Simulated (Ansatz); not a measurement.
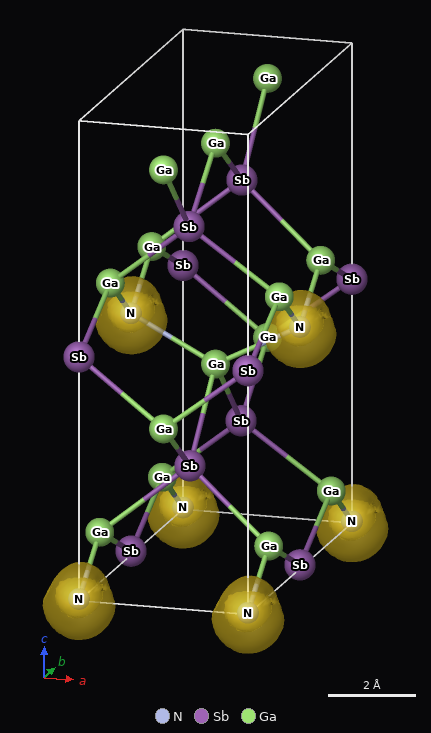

Figure. Ga4Sb3N. Isosurface of the ELF at 0.75 (yellow), seen slightly off an axis. Only the valence region is drawn (cores and ρ < 0.01 e/Å³ removed). Sticks mark near contacts.

Space group Amm2; started from the ordered alloy on zincblende lattice prototype, which need not be the ambient phase; computed pressure about 2 GPa in this cell.

All numbers below come from DFT, PBE, plane waves, PAW in Ansatz 0.2.0.

Core electrons are frozen (PAW), and the valence fields are smoothed inside the atomic spheres.

Question: Identify the bonds, lone pairs and shells in this picture.

Answer: At this value the surface marks out two regions wrapped around N (the valence shell of each), counted in one cell of 16 atoms. Any copies at cell faces, edges or corners count once.

Values along the shortest contacts:
Ga–N (2.01 Å): the ELF peaks at about 0.85 in the valence shell of N, 0.7 Å from its nucleus, and is about 0.45 at the midpoint. Ga–Sb (2.53 Å): the ELF peaks at about 0.65 between the atoms.
